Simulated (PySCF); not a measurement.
SMILES c1c(ccc(O[SiH3])c1)O (C6H8O2Si), singlet at its GFN2-xTB optimised geometry (Å):

```
17

O     -1.4306    -3.0333     0.0008
C     -0.7030    -1.8812     0.0000
C     -1.3846    -0.6689    -0.0008
C     -0.6867     0.5218    -0.0013
C      0.7033     0.5246    -0.0002
O      1.4306     1.6625     0.0013
Si     1.0572     3.2430    -0.0029
C      1.3839    -0.6884     0.0000
C      0.6864    -1.8812     0.0000
H     -0.8362    -3.7930     0.0009
H     -2.4627    -0.6793    -0.0009
H     -1.2146     1.4630    -0.0021
H      0.3053     3.6036    -1.2074
H      0.2638     3.6034     1.1749
H      2.4025     3.7930     0.0218
H      2.4627    -0.6831     0.0001
H      1.2262    -2.8190     0.0001
```

Level of theory: PBE0/def2-SVP (PySCF). Cells within 0.4 Å of a nucleus heavier than hydrogen are left out (blank, or x).

Map of the electron localisation function on the plane z = 0.0 Å:

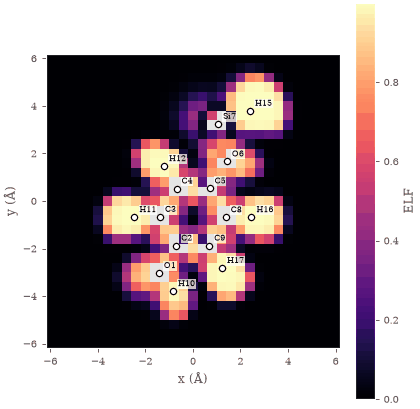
Electron localisation function on the plane z = 0.0 Å.
